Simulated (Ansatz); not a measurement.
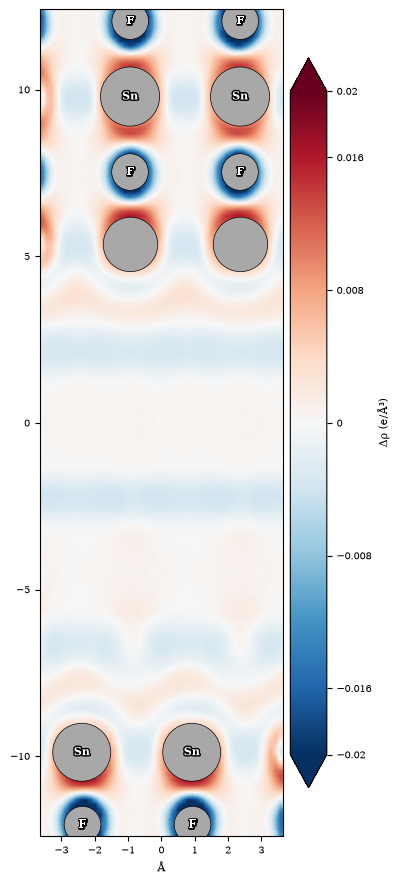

Sn3F2. Difference of the valence pseudo-densities of two functionals at the same geometry, on the (100) plane of the calculation cell: PBE less r2SCAN.

Both computed with Ansatz (plane waves, PAW), on the same k-point mesh. Grey discs cover the atomic cores.

```yaml
crystal:
  lattice:
    - [2.85656, -1.65276, 0.00085]
    - [2.85656, 1.65276, 0.00085]
    - [-2.16678, 0.00000, 24.08782]
  atoms:
    - { symbol: Sn, position: [0.75278, 0.75278, 0.25001] }
    - { symbol: Sn, position: [0.24722, 0.24722, 0.74999] }
    - { symbol: Sn, position: [0.81878, 0.81878, 0.43439] }
    - { symbol: Sn, position: [0.31446, 0.31446, 0.93439] }
    - { symbol: Sn, position: [0.68554, 0.68554, 0.06561] }
    - { symbol: Sn, position: [0.18122, 0.18122, 0.56561] }
    - { symbol: F, position: [0.71696, 0.71696, 0.15589] }
    - { symbol: F, position: [0.21071, 0.21071, 0.65591] }
    - { symbol: F, position: [0.78929, 0.78929, 0.34409] }
    - { symbol: F, position: [0.28304, 0.28304, 0.84411] }
```

What does the difference map show?

Against r2SCAN, PBE gives more density around Sn (+0.006 e/Å³ on average at 1.0 Å from the nucleus), less density around F (−0.012 e/Å³ on average at 0.7 Å from the nucleus) and a change of +0.012 e/Å³ at the midpoint of Sn–F and +0.012 e/Å³ at the midpoint of Sn–F.
